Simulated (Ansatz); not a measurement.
System: BrH7NSi3 (SMILES [SiH3]N([SiH3])[SiH-]Br) (charge −1).

```xyz
12

Br    1.0068   -0.9073   -0.0240
N    -1.2596    1.0306   -1.4431
Si   -0.7851    2.3420   -2.4735
Si   -2.1466   -0.3405   -2.0357
Si   -0.4251    1.0861    0.2101
H    -1.4145    2.1572   -3.8305
H     0.6935    2.4439   -2.6979
H    -1.2385    3.6826   -1.9758
H    -3.3606    0.0965   -2.8184
H    -2.6241   -1.1892   -0.9050
H    -1.3756   -1.2184   -2.9813
H    -1.4934    0.2713    0.9599
```

Geometry: r2SCAN-D4/def2-SVPD.

Level of theory: isolated molecule in a Gaussian basis; Kohn-Sham density functional theory, functional PBE0 (Ansatz 0.2.0).

> What can the converged electron density and electron localisation function tell about the bonding?

Si–N (1.73 Å): the density is about 1.1 e/Å³ at the midpoint; the ELF peaks at about 0.90 between the atoms, as expected for a polar covalent bond.
Si–H (1.49 Å): ρ is about 0.77 e/Å³ halfway; the ELF climbs to about 1 towards the hydrogen, as it does in any bond to H.
Si–N (1.85 Å): ρ at the midpoint is about 0.82 e/Å³; the ELF peaks at about 0.90 between the atoms: a polar covalent bond.

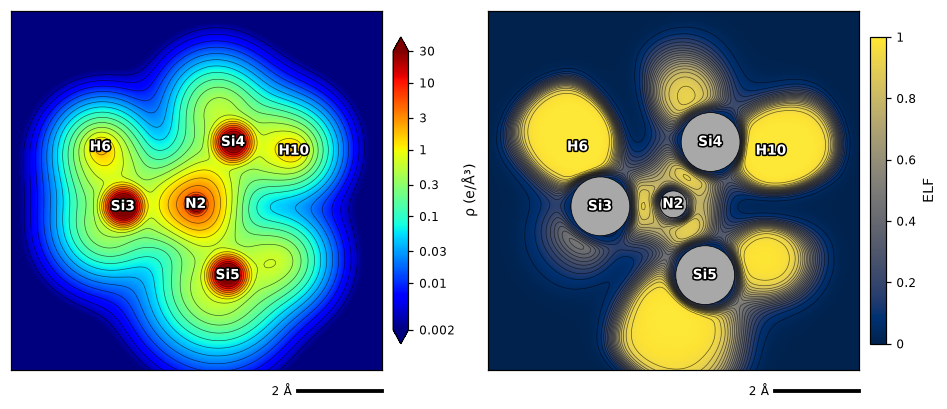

Computed electron density and electron localisation function on the plane of atoms N2, Si3 and H6, in this order. Grey discs cover the atomic cores in the ELF map. 
